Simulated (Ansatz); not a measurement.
**B₂F₄H₄N₂: small, medium and large basis sets**

How large a basis does B₂F₄H₄N₂ need? Two functionals are run in growing sets.

The runs use Ansatz 0.2.0, Gaussian basis; one geometry, several basis sets.

Plan: PBE0-D4/def2-SVP; ωB97M-V/def2-SVP; PBE0-D4/def2-QZVPP; ωB97M-V/def2-QZVPP; the functionals' def2-TZVPP values are taken from earlier runs.

## 1. The relaxed structure

All runs share one geometry, relaxed beforehand with PBE0-D4 in a triple-zeta def2 set.

12 atoms, charge 0, spin multiplicity 1.

Atoms are counted from 1 here; the program's logs count them from 0.

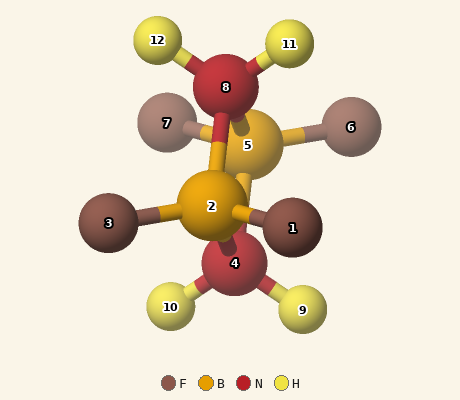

The geometry (fluorine brown, boron amber, nitrogen red, hydrogen yellow); atoms are numbered from 1 in the order of the file.

## 2. PBE0-D4 in def2-SVP

in.yaml

```yaml
crystal:
  periodic: [false, false, false]
  atoms:
    - {symbol: F, position_ang: [0.729739, -0.635767, 1.945419]}
    - {symbol: B, position_ang: [0.750946, -0.588213, 0.584158]}
    - {symbol: F, position_ang: [1.741433, -1.300384, -0.022029]}
    - {symbol: N, position_ang: [0.694722, 0.916948, 0.046462]}
    - {symbol: B, position_ang: [-0.737535, 0.578652, -0.579630]}
    - {symbol: F, position_ang: [-1.729504, 1.292103, 0.022638]}
    - {symbol: F, position_ang: [-0.712811, 0.623589, -1.940910]}
    - {symbol: N, position_ang: [-0.682630, -0.925645, -0.039377]}
    - {symbol: H, position_ang: [0.679871, 1.622722, 0.773115]}
    - {symbol: H, position_ang: [1.408048, 1.147126, -0.635106]}
    - {symbol: H, position_ang: [-1.395252, -1.153321, 0.643775]}
    - {symbol: H, position_ang: [-0.670029, -1.632910, -0.764615]}
basis:
  gaussian: {orbitals: def2-SVP}
hamiltonian: {xc: pbe0, dispersion: d4}
output: {orbitals: {seedname: orbitals}}
```

Command:

```sh
$ ansatz run in.yaml --threads 4 --pin off --events-out ev --progress --plain --max-ram 11315MiB
```

Output:

```text
Functional definition: PBE0
  name "PBE0"
  cite "Adamo & Barone, J. Chem. Phys. 110, 6158 (1999) doi:10.1063/1.478522"
  cite "Perdew, Burke & Ernzerhof, Phys. Rev. Lett. 77, 3865 (1996) doi:10.1103/PhysRevLett.77.3865"
  parent pbe
  parameter a = 0.25
  parameter kappa = 0.804
  parameter beta = 0.06672455060314922
  exchange = (1 - a)*pbe_x(kappa = kappa, mu = beta*pi^2/3) + a*exact_x
  correlation = pbe_c(beta = beta)
1476 factors; their error is unknown
mean field evaluation 1: about -15240.7478 eV, gradient 6.7e1 eV
mean field evaluation 2: about -15238.5365 eV, gradient 7.6e1 eV
mean field evaluation 4: about -15248.4057 eV, gradient 7.3e-1 eV
mean field evaluation 8: about -15248.4206 eV, gradient 2.6e-1 eV
mean field evaluation 16: about -15248.4207 eV, gradient 4.9e-6 eV
mean field -15248.42072345 eV, -560.3691258361 hartree, gradient 4.9e-6 eV, S^2 0.000000; 0 other end points of the search recorded, 0 dependent functions left out
reference -15248.42074821 eV, -560.3691267458 hartree; 32, 32 occupied and 100, 100 virtual orbitals, 1476 factors
Total energy: -15248.63825432 eV, -560.3771199479 hartree
```

Wall time 1.4 s (4 threads of Arm Neoverse V2, shared host).

## 3. ωB97M-V in def2-SVP

in.yaml: that of step 2 with these lines changed.

```diff
@@ -17,3 +17,3 @@
   gaussian: {orbitals: def2-SVP}
-hamiltonian: {xc: pbe0, dispersion: d4}
+hamiltonian: {xc: {name: wB97M-V}}
 output: {orbitals: {seedname: orbitals}}
```

Launched as before.

Output, shortened:

```text
Functional definition: wB97M-V
  name "wB97M-V"
  cite "Mardirossian & Head-Gordon, J. Chem. Phys. 144, 214110 (2016) doi:10.1063/1.4952647"
  cite "Becke, J. Chem. Phys. 107, 8554 (1997) doi:10.1063/1.475007"
  cite "Vydrov & Van Voorhis, J. Chem. Phys. 133, 244103 (2010) doi:10.1063/1.3521275"
  # Of w^i u^j: cxij and so on, Table III.
[...]
  gx(w, u) = 1 - cx + cx01*u + cx10*w
  gss(w, u) = css00 + css04*u^4 + css10*w + css20*w^2 + css43*w^4*u^3
  gos(w, u) = cos00 + cos10*w + (cos20 + cos21*u)*w^2 + (cos60 + cos61*u)*w^6
[...]
      + integral(e_c_pw_mod_opposite_spin*gos(b97_w_opposite, b97_u_opposite)) + vv10(b, c)
1476 factors; their error is unknown
320 factors; integrals over basis functions are off by at most 3.5e-6 eV
[...]
mean field -15259.69247098 eV, -560.7833549173 hartree, gradient 8.5e-6 eV, S^2 0.000000; 0 other end points of the search recorded, 0 dependent functions left out
reference -15259.69251076 eV, -560.7833563793 hartree; 32, 32 occupied and 100, 100 virtual orbitals, 1476 factors
Total energy: -15259.69251076 eV, -560.7833563793 hartree
```

Run time: 5.5 s. Hardware: 4 threads of Arm Neoverse V2, shared host.

## 4. PBE0-D4 in def2-QZVPP

in.yaml: that of step 3 with these lines changed.

```diff
@@ -16,4 +16,4 @@
 basis:
-  gaussian: {orbitals: def2-SVP}
-hamiltonian: {xc: {name: wB97M-V}}
+  gaussian: {orbitals: "def2-QZVPP.json"}
+hamiltonian: {xc: pbe0, dispersion: d4}
 output: {orbitals: {seedname: orbitals}}
```

The command is unchanged.

Output:

```text
Functional definition: PBE0
  name "PBE0"
  cite "Adamo & Barone, J. Chem. Phys. 110, 6158 (1999) doi:10.1063/1.478522"
  cite "Perdew, Burke & Ernzerhof, Phys. Rev. Lett. 77, 3865 (1996) doi:10.1103/PhysRevLett.77.3865"
  parent pbe
  parameter a = 0.25
  parameter kappa = 0.804
  parameter beta = 0.06672455060314922
  exchange = (1 - a)*pbe_x(kappa = kappa, mu = beta*pi^2/3) + a*exact_x
  correlation = pbe_c(beta = beta)
1740 factors; their error is unknown
mean field evaluation 1: about -15256.4677 eV, gradient 8.3e1 eV
mean field evaluation 2: about -15251.5548 eV, gradient 9.8e1 eV
mean field evaluation 4: about -15267.2458 eV, gradient 1.2e0 eV
mean field evaluation 8: about -15267.2577 eV, gradient 3.8e-2 eV
mean field -15267.25774418 eV, -561.0613735797 hartree, gradient 8.5e-5 eV, S^2 0.000000; 0 other end points of the search recorded, 0 dependent functions left out
reference -15267.25778358 eV, -561.0613750274 hartree; 32, 32 occupied and 544, 544 virtual orbitals, 1740 factors
Total energy: -15267.47528969 eV, -561.0693682295 hartree
```

It took 11 s on 4 threads of Arm Neoverse V2, shared host; peak memory 2.6 GiB.

## 5. ωB97M-V in def2-QZVPP

in.yaml: that of step 4 with these lines changed.

```diff
@@ -17,3 +17,3 @@
   gaussian: {orbitals: "def2-QZVPP.json"}
-hamiltonian: {xc: pbe0, dispersion: d4}
+hamiltonian: {xc: {name: wB97M-V}}
 output: {orbitals: {seedname: orbitals}}
```

The command is unchanged.

Output, shortened:

```text
Functional definition: wB97M-V
  name "wB97M-V"
  cite "Mardirossian & Head-Gordon, J. Chem. Phys. 144, 214110 (2016) doi:10.1063/1.4952647"
  cite "Becke, J. Chem. Phys. 107, 8554 (1997) doi:10.1063/1.475007"
  cite "Vydrov & Van Voorhis, J. Chem. Phys. 133, 244103 (2010) doi:10.1063/1.3521275"
  # Of w^i u^j: cxij and so on, Table III.
[...]
  gx(w, u) = 1 - cx + cx01*u + cx10*w
  gss(w, u) = css00 + css04*u^4 + css10*w + css20*w^2 + css43*w^4*u^3
  gos(w, u) = cos00 + cos10*w + (cos20 + cos21*u)*w^2 + (cos60 + cos61*u)*w^6
[...]
      + integral(e_c_pw_mod_opposite_spin*gos(b97_w_opposite, b97_u_opposite)) + vv10(b, c)
1740 factors; their error is unknown
413 factors; integrals over basis functions are off by at most 4.2e-6 eV
[...]
mean field -15278.80698072 eV, -561.4858001940 hartree, gradient 7.2e-6 eV, S^2 0.000000; 0 other end points of the search recorded, 0 dependent functions left out
reference -15278.80704584 eV, -561.4858025873 hartree; 32, 32 occupied and 544, 544 virtual orbitals, 1740 factors
Total energy: -15278.80704584 eV, -561.4858025873 hartree
```

Wall time 25 s (4 threads of Arm Neoverse V2, shared host); peak memory 2.9 GiB.

## 6. Density functionals: the series

The def2-TZVPP values come from earlier runs at the same geometry.

```
functional       basis  functions  energy (eV)  from the largest (eV)  HOMO (eV)  LUMO (eV)
   PBE0-D4    def2-SVP        132  -15248.6383                 18.837      -9.60       1.26
   PBE0-D4  def2-TZVPP        304  -15266.6867                  0.789      -9.75       0.44
   PBE0-D4  def2-QZVPP        576  -15267.4753                  0.000      -9.78       0.09
   ωB97M-V    def2-SVP        132  -15259.6925                 19.115     -11.99       2.83
   ωB97M-V  def2-TZVPP        304  -15278.0809                  0.726     -12.14       1.76
   ωB97M-V  def2-QZVPP        576  -15278.8070                  0.000     -12.18       1.14
```

## 7. Results

| quantity | value |
| --- | --- |
| PBE0-D4: double and triple zeta above quadruple | 18.84, 0.79 eV |
| ωB97M-V: double and triple zeta above quadruple | 19.11, 0.73 eV |

What this shows: For PBE0-D4 the step from double to triple zeta gains 18.05 eV and the next only 0.79 eV. These are total energies; as a rule much of such shifts cancels in differences, which this series doesn't test. The LUMO of ωB97M-V is positive and keeps falling with the basis (2.83 to 1.14 eV): an unbound level that the basis holds in place.

For PBE0-D4 the largest set took about 7 times as long as the smallest (11 s against 1.4 s).
